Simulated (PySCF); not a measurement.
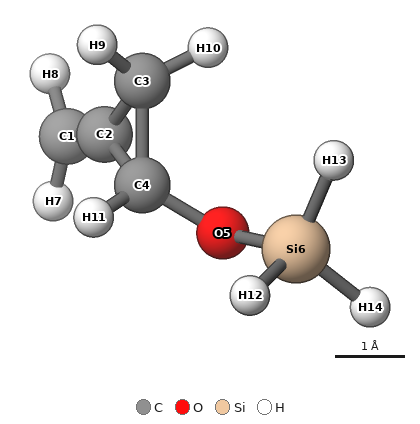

The structure (ball-and-stick view, seen at a tilt; atoms are numbered from 1 in the order of the input).

# Two runs on C$_{4}$H$_{8}$OSi

System: C$_{4}$H$_{8}$OSi.
Method of run 1: GIAO PBE0/STO-3G NMR shielding, non-relativistic, gas phase (PySCF 2.14.0).

The geometry comes from this level: PBE0-D3(BJ)/def2-SVP. Text and figures count atoms from 1; the logs count them from 0 in places.

### Input file, run 1
```
{"job": {"kind": "nmr", "xc": "PBE0", "basis": "STO-3G", "pop": true}, "charge": 0, "multiplicity": 1}
C      2.142899     0.846903     0.113904
C      1.044478     0.167806     0.399167
C      0.346586    -1.121887     0.468815
C     -0.361367     0.193755     0.790245
O     -1.298992     0.718498    -0.086326
Si    -2.877217     0.167860    -0.124462
H      2.158975     1.939069     0.169899
H      3.062148     0.339394    -0.193351
H      0.551743    -1.821638     1.287512
H      0.090997    -1.599283    -0.484653
H     -0.583466     0.374387     1.853466
H     -3.511356     0.304975     1.224126
H     -2.934144    -1.269634    -0.532873
H     -3.586574     1.015010    -1.118988
```

The first line tells a small driver script what to run in PySCF; the rest is the geometry in Å.

Command:
```bash
OMP_NUM_THREADS=1 python <driver script> task.json out
```

Hardware: 1 CPU thread, shared host.

### Output (run 1)
```
coarse grid: 12016 points
cycle   1  E = -515.1662195266  dE =  7.783e-01  |g| = 5.176e-01  |ddm| = 4.756e+00
cycle   2  E = -515.1199842050  dE =  4.624e-02  |g| = 6.989e-01  |ddm| = 1.709e+00
cycle   3  E = -515.2608445150  dE = -1.409e-01  |g| = 4.311e-02  |ddm| = 9.771e-01
cycle   4  E = -515.2613264179  dE = -4.819e-04  |g| = 2.203e-02  |ddm| = 9.405e-02
cycle   5  E = -515.2614799510  dE = -1.535e-04  |g| = 4.366e-03  |ddm| = 3.551e-02
cycle   6  E = -515.2614857575  dE = -5.806e-06  |g| = 1.101e-03  |ddm| = 6.633e-03
final grid: 110944 points
cycle   7  E = -515.2235878401  dE = -4.543e-06  |g| = 4.484e-03  |ddm| = 1.424e-02
cycle   8  E = -515.2235848715  dE =  2.969e-06  |g| = 5.493e-03  |ddm| = 1.272e-02
cycle   9  E = -515.2235938059  dE = -8.934e-06  |g| = 9.017e-04  |ddm| = 7.438e-03
cycle  10  E = -515.2235940528  dE = -2.469e-07  |g| = 1.349e-04  |ddm| = 1.189e-03
cycle  11  E = -515.2235940589  dE = -6.100e-09  |g| = 1.130e-05  |ddm| = 2.069e-04
cycle  12  E = -515.2235940589  dE = -3.115e-11  |g| = 6.558e-06  |ddm| = 2.444e-05
converged SCF energy = -515.2235940589

GIAO shielding tensors (ppm)
atom      isotropic    diamagn.    paramagn.     s11        s22        s33       span
  0 C      134.275     253.854    -119.579     45.629    140.555    216.641    171.012
  1 C      122.467     262.450    -139.983     63.557     72.636    231.208    167.651
  2 C      219.766     255.108     -35.342    196.171    211.695    251.432     55.260
  3 C      189.490     253.523     -64.033    151.894    168.610    247.967     96.073
  4 O      420.200     378.490      41.710    316.566    433.742    510.293    193.727
  5 Si     558.559     867.546    -308.988    512.185    516.891    646.599    134.414
  6 H       27.000      30.954      -3.955     24.269     25.412     31.319      7.050
  7 H       27.219      30.265      -3.046     24.441     25.696     31.520      7.079
  8 H       31.669      31.640       0.030     26.520     27.577     40.911     14.391
  9 H       31.741      33.336      -1.595     26.524     29.080     39.620     13.097
 10 H       30.955      32.192      -1.237     25.300     28.795     38.770     13.470
 11 H       30.291      30.198       0.093     26.544     27.849     36.480      9.936
 12 H       30.299      31.270      -0.972     25.924     28.786     36.186     10.262
 13 H       30.035      30.142      -0.108     26.045     27.371     36.689     10.644
```

The input of run 2 differs as follows (lines with − go, lines with + come):
```diff
-"basis": "STO-3G"
+"basis": "6-31G"
```

Predict how the results change.

The total energy of run 2 is 3853.5 kcal/mol lower, which measures the change of basis and not a stability. The HOMO goes from −4.19 to −7.31 eV. The LUMO goes from 3.14 to 0.11 eV. The dipole moment goes from 0.97 to 1.48 D. Of all shieldings, the largest change is that of Si6, by −112.8 ppm. The SCF takes 14 iterations against 12. The basis functions go from 42 to 74.

### Output (run 2)
```
coarse grid: 12016 points
cycle   1  E = -521.3371989561  dE =  8.821e-01  |g| = 6.313e-01  |ddm| = 3.522e+00
cycle   2  E = -521.2041335927  dE =  1.331e-01  |g| = 1.042e+00  |ddm| = 1.876e+00
cycle   3  E = -521.4220662780  dE = -2.179e-01  |g| = 9.440e-02  |ddm| = 1.253e+00
cycle   4  E = -521.4240701321  dE = -2.004e-03  |g| = 3.297e-02  |ddm| = 1.627e-01
cycle   5  E = -521.4243478308  dE = -2.777e-04  |g| = 7.364e-03  |ddm| = 4.750e-02
cycle   6  E = -521.4243614338  dE = -1.360e-05  |g| = 2.180e-03  |ddm| = 1.157e-02
cycle   7  E = -521.4243625872  dE = -1.153e-06  |g| = 8.959e-04  |ddm| = 3.077e-03
final grid: 110944 points
cycle   8  E = -521.3645495614  dE = -8.694e-06  |g| = 7.659e-03  |ddm| = 1.956e-02
cycle   9  E = -521.3645361856  dE =  1.338e-05  |g| = 1.121e-02  |ddm| = 1.936e-02
cycle  10  E = -521.3645627170  dE = -2.653e-05  |g| = 1.285e-03  |ddm| = 1.209e-02
cycle  11  E = -521.3645631317  dE = -4.147e-07  |g| = 6.993e-05  |ddm| = 1.397e-03
cycle  12  E = -521.3645631315  dE =  1.266e-10  |g| = 8.064e-05  |ddm| = 1.731e-04
cycle  13  E = -521.3645631332  dE = -1.688e-09  |g| = 9.306e-06  |ddm| = 8.861e-05
cycle  14  E = -521.3645631333  dE = -3.070e-11  |g| = 2.312e-06  |ddm| = 1.879e-05
converged SCF energy = -521.3645631333

GIAO shielding tensors (ppm)
atom      isotropic    diamagn.    paramagn.     s11        s22        s33       span
  0 C       92.071     260.819    -168.748     -2.240     94.639    183.815    186.054
  1 C       67.431     258.750    -191.319    -20.778     23.104    199.968    220.746
  2 C      184.358     254.542     -70.184    156.726    175.587    220.762     64.036
  3 C      149.933     244.882     -94.948    109.544    125.592    214.664    105.121
  4 O      323.068     395.704     -72.636    248.858    346.091    374.257    125.399
  5 Si     445.731     879.540    -433.809    398.283    403.726    535.184    136.900
  6 H       26.356      31.242      -4.887     23.868     25.092     30.106      6.238
  7 H       26.729      30.344      -3.615     24.321     25.603     30.262      5.941
  8 H       31.091      30.387       0.704     26.581     27.113     39.579     12.998
  9 H       31.166      30.598       0.568     26.943     28.750     37.806     10.863
 10 H       28.991      29.397      -0.405     23.346     27.951     35.677     12.331
 11 H       27.629      28.083      -0.455     24.046     25.802     33.038      8.992
 12 H       27.625      28.314      -0.689     23.327     26.753     32.794      9.467
 13 H       27.621      28.789      -1.168     23.618     25.684     33.560      9.942
```

### The two runs side by side

```csv
quantity,run 1,run 2
outcome,converged,converged
total energy (hartree),−515.223594,−521.364563
HOMO (eV),−4.19,−7.31
LUMO (eV),3.14,0.11
dipole moment (D),0.97,1.48
shielding of C1 (ppm),134.3,92.1
shielding of C2 (ppm),122.5,67.4
shielding of C3 (ppm),219.8,184.4
shielding of C4 (ppm),189.5,149.9
shielding of O5 (ppm),420.2,323.1
shielding of Si6 (ppm),558.6,445.7
shielding of H13 (ppm),30.3,27.6
SCF iterations,12,14
basis functions,42,74
wall time (shared host),3.2 s,6.2 s
```
